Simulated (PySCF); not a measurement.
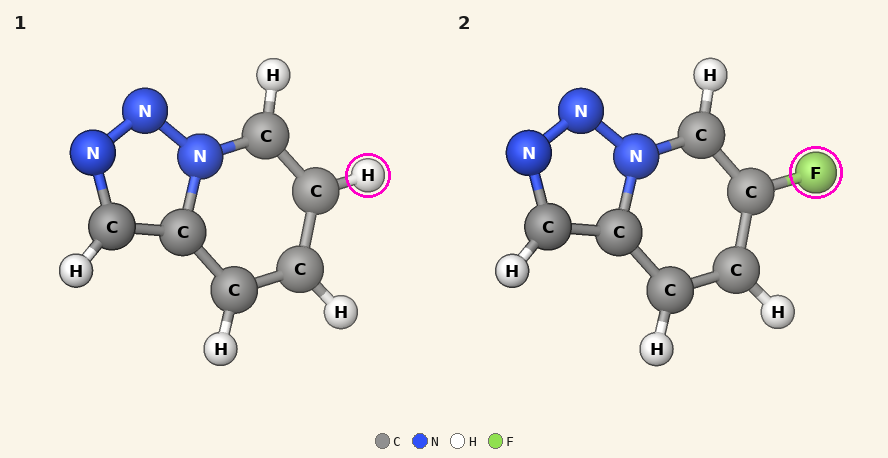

2 molecules with one skeleton, seen from the same side and at one scale; the atom that differs is circled. Each species is neutral and a spin singlet. Computed geometries: GFN2-xTB optimisations, one conformation each. Properties computed with PySCF 2.14.0.

One atom differs, called X below: H in panel 1, F in panel 2. Their formulas are C6H5N3 (`c1ccn2nncc2c1`), C6H4FN3 (`Fc1ccc2cnnn2c1`).

### In which is the HOMO energy (Kohn–Sham orbital) higher (PBE0/pcSseg-1)?

In panel 1 (X = H).

### In which is the Hirshfeld charge of X higher (PBE0/pcSseg-1)?

In panel 1 (X = H).

Give the values. With GFN2-xTB: length of X–C (Å), mean angle C–C–X (°). With PBE0/pcSseg-1: dipole moment (D), HOMO energy (Kohn–Sham orbital) (eV), HOMO–LUMO gap (eV), Hirshfeld charge of X (e), GIAO shielding of the C bonded to X (ppm).

```tsv
quantity	1 (H)	2 (F)	2 − 1
length of X–C (Å)	1.078	1.343	+0.265
mean angle C–C–X (°)	119.7	118.8	−0.9
dipole moment (D)	4.81	4.06	−0.75
HOMO energy (Kohn–Sham orbital) (eV)	−6.62	−6.83	−0.21
HOMO–LUMO gap (eV)	5.13	5.06	−0.07
Hirshfeld charge of X (e)	0.06	−0.07	−0.13
GIAO shielding of the C bonded to X (ppm)	67.7	22.9	−44.8
```
